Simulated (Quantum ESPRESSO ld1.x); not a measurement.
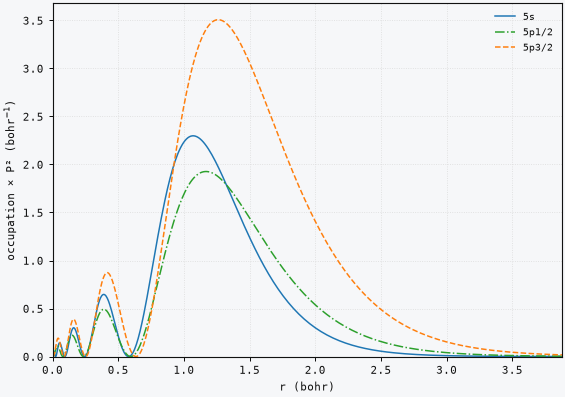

Figure 1. The radial probability densities P² (large components) of 5p3/2, 5s and 5p1/2, each times its occupation. 5s: outer maximum at 1.07 bohr, ⟨r⟩ = 1.21 bohr, 4 nodes, eigenvalue −55.0 eV; 5p1/2: outer maximum at 1.16 bohr, ⟨r⟩ = 1.37 bohr, 3 nodes, eigenvalue −32.0 eV; 5p3/2: outer maximum at 1.26 bohr, ⟨r⟩ = 1.49 bohr, 3 nodes, eigenvalue −25.9 eV. The innermost lobes are too small to be seen at this scale.

Run report: Yb, atomic calculation

System: the neutral ytterbium atom in the configuration [Xe] 4f14 6s2.
Method: Dirac Kohn-Sham, LDA (Slater exchange, Perdew-Zunger correlation), spin-unpolarised, spherical densities, point nucleus (Quantum ESPRESSO ld1.x 7.5).

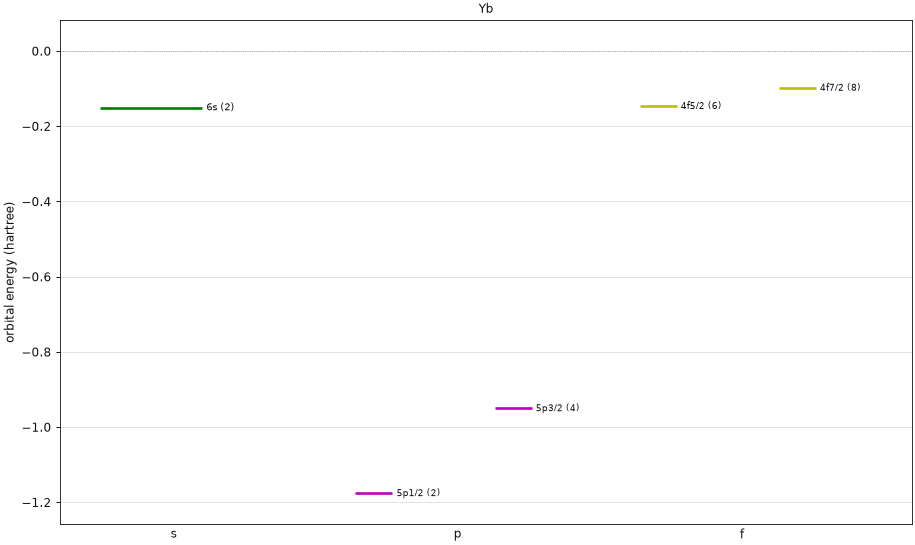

Figure 2. The outer levels are drawn by angular momentum (occupations in brackets, the lower j at the left of each column). The highest occupied level is 4f7/2 at −0.0980 hartree. From the top down the occupied levels run 4f7/2 (−0.0980 hartree), 4f5/2 (−0.147 hartree), 6s (−0.150 hartree), 5p3/2 (−0.950 hartree), 5p1/2 (−1.18 hartree). Spin-orbit splittings: 4f 0.0485 hartree, 5p 0.226 hartree.

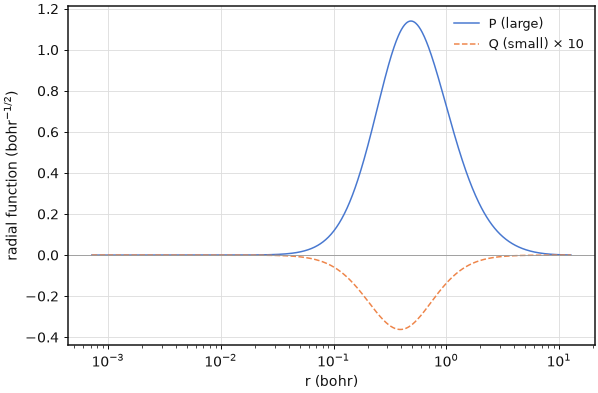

Figure 3. The large and small radial components of one occupied spinor. It is 4f7/2. The spinor has κ = −4: the large component has l = 3 and 0 radial nodes, the small one has l = 4. The small component carries 0.069 % of the norm; ⟨r⟩ = 0.804 bohr and the eigenvalue is −2.67 eV. The nodes of P give n − l − 1 and its extent picks the shell; Q has as many nodes as P for κ < 0 and one more for κ > 0.

Input and output of the run follow.

## Input
```
 &input
    zed=70.0,
    iswitch=1,
    rel=2,
    dft='PZ',
    config='[Xe] 4f14 6s2',
    verbosity='high',
    lsmall=.true.,
    prefix='ld1',
    max_out_wfc=37,
    file_charge='ld1.rho',
 /
```

Run as:
```bash
OMP_NUM_THREADS=1 ld1.x < ld1.in > ld1.out
```

## Log
```
     Program LD1 v.7.5 starts

 state nlj           4           3   2.5000000000000000       not converged
 state nlj           4           3   3.5000000000000000       not converged
 state nlj           4           3   2.5000000000000000       not converged
 state nlj           4           3   3.5000000000000000       not converged
 state nlj           6           0  0.50000000000000000       not converged
 classical turning point too close to mesh           4           3           3
 classical turning point too close to mesh           4           3          -4
     --------------------------- All-electron run ----------------------------

     dirac relativistic calculation

     atomic number is 70.00
     dft =PZ   lsd =0 sic =0 latt =0  beta=0.20 tr2=1.0E-14
     Exchange-correlation= PZ
                           (   1   1   0   0   0   0   0)
     mesh =2107 r(mesh) =  99.43506 a.u. xmin = -8.00 dx = 0.00800
     1 Ry =  13.60569312 eV, c = 137.03599908

     n l j   nl                  e(Ry)          e(Ha)          e(eV)
     Spin orbit split results
     1 0 0.5 1S 1( 2.00)   -4491.869255608   -2245.934627804 -61114.9946404
     2 0 0.5 2S 1( 2.00)    -760.662878844    -380.331439422 -10349.3456996
     2 1 0.5 2P 1( 2.00)    -725.733887792    -362.866943896  -9874.1125663
     2 1 1.5 2P 1( 4.00)    -648.858911777    -324.429455888  -8828.1752338
     3 0 0.5 3S 1( 2.00)    -171.406819325     -85.703409662  -2332.1085829
     3 1 0.5 3P 1( 2.00)    -155.971128382     -77.985564191  -2122.0953088
     3 1 1.5 3P 1( 4.00)    -139.659274913     -69.829637456  -1900.1612362
     4 0 0.5 4S 1( 2.00)     -33.677200866     -16.838600433   -458.2016602
     4 1 0.5 4P 1( 2.00)     -27.434833801     -13.717416900   -373.2699296
     4 1 1.5 4P 1( 4.00)     -23.726270741     -11.863135371   -322.8123587
     3 2 1.5 3D 1( 4.00)    -113.315484629     -56.657742314  -1541.7357099
     3 2 2.5 3D 1( 6.00)    -109.748643997     -54.874321998  -1493.2063709
     5 0 0.5 5S 1( 2.00)      -4.041836918      -2.020918459    -54.9919928
     5 1 0.5 5P 1( 2.00)      -2.351562211      -1.175781105    -31.9946338
     5 1 1.5 5P 1( 4.00)      -1.900044513      -0.950022256    -25.8514226
     4 2 1.5 4D 1( 4.00)     -13.446365150      -6.723182575   -182.9471178
     4 2 2.5 4D 1( 6.00)     -12.771253070      -6.385626535   -173.7617501
     4 3 2.5 4F 1( 6.00)      -0.293070437      -0.146535219     -3.9874264
     4 3 3.5 4F 1( 8.00)      -0.196088661      -0.098044331     -2.6679222
     6 0 0.5 6S 1( 2.00)      -0.300440555      -0.150220277     -4.0877020
     Averaged results
     1 0     1S 1( 2.00)   -4491.869255608   -2245.934627804 -61114.9946404
     2 0     2S 1( 2.00)    -760.662878844    -380.331439422 -10349.3456996
     2 1     2P 1( 6.00)    -674.483903782    -337.241951891  -9176.8210113
     3 0     3S 1( 2.00)    -171.406819325     -85.703409662  -2332.1085829
     3 1     3P 1( 6.00)    -145.096559403     -72.548279701  -1974.1392604
     4 0     4S 1( 2.00)     -33.677200866     -16.838600433   -458.2016602
     4 1     4P 1( 6.00)     -24.962458428     -12.481229214   -339.6315490
     3 2     3D 1(10.00)    -111.175380250     -55.587690125  -1512.6181065
     5 0     5S 1( 2.00)      -4.041836918      -2.020918459    -54.9919928
     5 1     5P 1( 6.00)      -2.050550412      -1.025275206    -27.8991596
     4 2     4D 1(10.00)     -13.041297902      -6.520648951   -177.4358972
     4 3     4F 1(14.00)      -0.237652280      -0.118826140     -3.2334240
     6 0     6S 1( 2.00)      -0.300440555      -0.150220277     -4.0877020

     final scf error:  6.9E-15 reached in  39 iterations

     Etot =  -28134.617694 Ry,  -14067.308847 Ha, -382790.974472 eV

     Ekin =   31254.872066 Ry,   15627.436033 Ha,  425244.197933 eV
     Encl =  -69890.434217 Ry,  -34945.217108 Ha, -950907.800186 eV
     Eh   =   11072.771491 Ry,    5536.385745 Ha,  150652.730925 eV
     Exc  =    -571.827034 Ry,    -285.913517 Ha,   -7780.103144 eV

     normalization and overlap integrals

     s(1S/1S) =  1.000000  <r> =   0.0197  <r2> =    0.0005  r(max) =   0.0124
     LC norm =  0.93107958 + SC norm =  0.06892042 =  1.00000000
     s(1S/2S) = -0.000000
     s(1S/3S) = -0.000000
     s(1S/4S) =  0.000000
     s(1S/5S) =  0.000000
     s(1S/6S) =  0.000000
     s(2S/2S) =  1.000000  <r> =   0.0828  <r2> =    0.0082  r(max) =   0.0708
     LC norm =  0.98453732 + SC norm =  0.01546268 =  1.00000000
     s(2S/3S) =  0.000000
     s(2S/4S) =  0.000000
     s(2S/5S) =  0.000000
     s(2S/6S) =  0.000000
     s(2P/2P) =  1.000000  <r> =   0.0687  <r2> =    0.0059  r(max) =   0.0535
     LC norm =  0.98446536 + SC norm =  0.01553464 =  1.00000000
     s(2P/3P) =  0.000000
     s(2P/4P) =  0.000000
     s(2P/5P) =  0.000000
     s(2P/2P) =  1.000000  <r> =   0.0762  <r2> =    0.0071  r(max) =   0.0593
     LC norm =  0.98581597 + SC norm =  0.01418403 =  1.00000000
     s(2P/3P) =  0.000000
     s(2P/4P) =  0.000000
     s(2P/5P) =  0.000000
     s(3S/3S) =  1.000000  <r> =   0.2165  <r2> =    0.0537  r(max) =   0.2002
     LC norm =  0.99498214 + SC norm =  0.00501786 =  1.00000000
     s(3S/4S) =  0.000000
     s(3S/5S) =  0.000000
     s(3S/6S) =  0.000000
     s(3P/3P) =  1.000000  <r> =   0.2062  <r2> =    0.0495  r(max) =   0.1878
     LC norm =  0.99503446 + SC norm =  0.00496554 =  1.00000000
     s(3P/4P) =  0.000000
     s(3P/5P) =  0.000000
     s(3P/3P) =  1.000000  <r> =   0.2203  <r2> =    0.0563  r(max) =   0.2002
     LC norm =  0.99542086 + SC norm =  0.00457914 =  1.00000000
     s(3P/4P) =  0.000000
     s(3P/5P) =  0.000000
     s(4S/4S) =  1.000000  <r> =   0.4880  <r2> =    0.2693  r(max) =   0.4563
     LC norm =  0.99837170 + SC norm =  0.00162830 =  1.00000000
     s(4S/5S) =  0.000000
     s(4S/6S) =  0.000000
     s(4P/4P) =  1.000000  <r> =   0.4957  <r2> =    0.2801  r(max) =   0.4563
     LC norm =  0.99845690 + SC norm =  0.00154310 =  1.00000000
     s(4P/5P) =  0.000000
     s(4P/4P) =  1.000000  <r> =   0.5284  <r2> =    0.3180  r(max) =   0.4865
     LC norm =  0.99860609 + SC norm =  0.00139391 =  1.00000000
     s(4P/5P) =  0.000000
     s(3D/3D) =  1.000000  <r> =   0.1936  <r2> =    0.0440  r(max) =   0.1587
     LC norm =  0.99553349 + SC norm =  0.00446651 =  1.00000000
     s(3D/4D) =  0.000000
     s(3D/3D) =  1.000000  <r> =   0.1979  <r2> =    0.0459  r(max) =   0.1613
     LC norm =  0.99564202 + SC norm =  0.00435798 =  1.00000000
     s(3D/4D) = -0.000000
     s(5S/5S) =  1.000000  <r> =   1.2086  <r2> =    1.6491  r(max) =   1.0741
     LC norm =  0.99967486 + SC norm =  0.00032514 =  1.00000000
     s(5S/6S) =  0.000000
     s(5P/5P) =  1.000000  <r> =   1.3689  <r2> =    2.1415  r(max) =   1.1636
     LC norm =  0.99974782 + SC norm =  0.00025218 =  1.00000000
     s(5P/5P) =  1.000000  <r> =   1.4912  <r2> =    2.5468  r(max) =   1.2605
     LC norm =  0.99978678 + SC norm =  0.00021322 =  1.00000000
     s(4D/4D) =  1.000000  <r> =   0.5536  <r2> =    0.3564  r(max) =   0.4865
     LC norm =  0.99879401 + SC norm =  0.00120599 =  1.00000000
     s(4D/4D) =  1.000000  <r> =   0.5652  <r2> =    0.3714  r(max) =   0.4944
     LC norm =  0.99883418 + SC norm =  0.00116582 =  1.00000000
     s(4F/4F) =  1.000000  <r> =   0.7778  <r2> =    0.8476  r(max) =   0.4788
     LC norm =  0.99929143 + SC norm =  0.00070857 =  1.00000000
     s(4F/4F) =  1.000000  <r> =   0.8039  <r2> =    0.9267  r(max) =   0.4865
     LC norm =  0.99931401 + SC norm =  0.00068599 =  1.00000000
     s(6S/6S) =  1.000000  <r> =   3.8702  <r2> =   17.1317  r(max) =   3.2140
     LC norm =  0.99997021 + SC norm =  0.00002979 =  1.00000000

     LC charge = 69.62558751 + SC charge =  0.37441249 = 70.00000000

     ------------------------ End of All-electron run ------------------------
```

## Slater integrals of the outer shells (hartree)

| integral | value |
| --- | --- |
| F0(4f7/2,4f7/2) | 1.1958 |
| F2(4f7/2,4f7/2) | 0.5487 |
| F4(4f7/2,4f7/2) | 0.3409 |
| F6(4f7/2,4f7/2) | 0.2443 |
| F0(4f7/2,4f5/2) | 1.2113 |
| F2(4f7/2,4f5/2) | 0.5571 |
| F4(4f7/2,4f5/2) | 0.3463 |
| F6(4f7/2,4f5/2) | 0.2483 |
| G0(4f7/2,4f5/2) | 1.2071 |
| G2(4f7/2,4f5/2) | 0.5555 |
| G4(4f7/2,4f5/2) | 0.3453 |
| G6(4f7/2,4f5/2) | 0.2476 |
| F0(4f7/2,6s1/2) | 0.3067 |
| G3(4f7/2,6s1/2) | 0.0102 |

## Key numbers

- outcome: converged
- total energy: −14067.3088 hartree
- kinetic energy: 15627.4360 hartree
- electron–nucleus energy: −34945.2171 hartree
- Hartree energy: 5536.3857 hartree
- exchange–correlation energy: −285.913517 hartree
- radius at density 0.001 e/bohr³: 5.02 bohr
- SCF iterations: 39
- hardware: 1 CPU thread, shared host
- wall time: 1.6 s
